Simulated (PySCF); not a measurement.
Consider C2H8OSi.

Input file:

```
{"job": {"xc": "PBE0", "basis": "pcSseg-1", "kind": "nmr", "pop": true}, "charge": 0, "multiplicity": 1}
C     -2.094261    -0.488550    -0.094790
O     -0.775097    -0.369545    -0.539606
Si     0.350416     0.651561     0.146851
C      1.938726     0.442033    -0.801471
H     -2.608274    -1.249291    -0.702714
H     -2.655135     0.460228    -0.193389
H     -2.151342    -0.806697     0.963717
H     -0.137958     2.068361     0.080523
H      0.533875     0.303868     1.594425
H      1.799042     0.716708    -1.858155
H      2.729510     1.081523    -0.379011
H      2.279742    -0.603602    -0.759022
```

Launched as:

```sh
OMP_NUM_THREADS=1 python ens_run.py task.json out
```

Geometry: PBE0-D3(BJ)/def2-SVP.

All numbers below come from PBE0/pcSseg-1, SCF density, gas phase, non-relativistic (PySCF).

### What can the converged electron density and electron localisation function tell about the bonding?

C–O (1.40 Å): the density is about 2.1 e/Å³ at the midpoint, with its minimum of 1.8 e/Å³ about 0.5 Å from C; the ELF peaks at about 0.90 between the atoms, as expected for a shared but strongly polarised pair.
Si–O (1.67 Å): ρ at the midpoint is about 1.1 e/Å³; the ELF peaks at about 0.85 between the atoms, as expected for a shared but strongly polarised pair.
C–Si (1.86 Å): the density is about 0.98 e/Å³ at the midpoint; the ELF peaks at about 0.95 between the atoms (a covalent bond).
C–H (1.10 Å): ρ is about 2 e/Å³ halfway; the ELF climbs to about 1 towards the hydrogen, as it does in any bond to H: a covalent bond by its length.

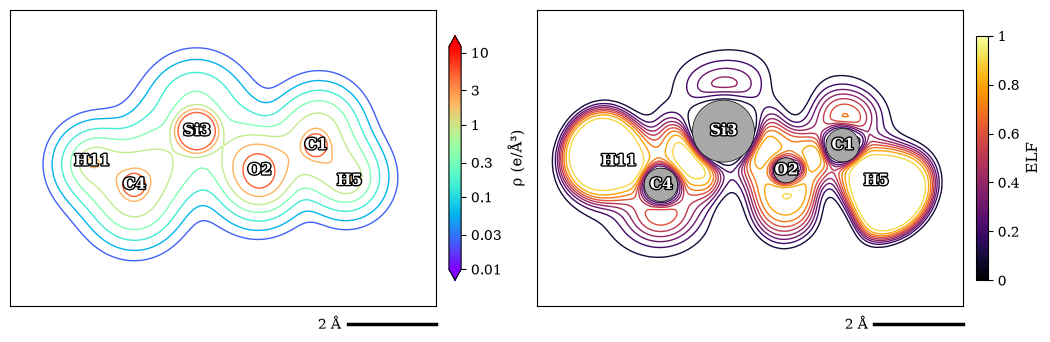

Computed electron density and electron localisation function on the plane of atoms Si3, C4 and H11, in this order. Grey discs cover the atomic cores in the ELF map. 
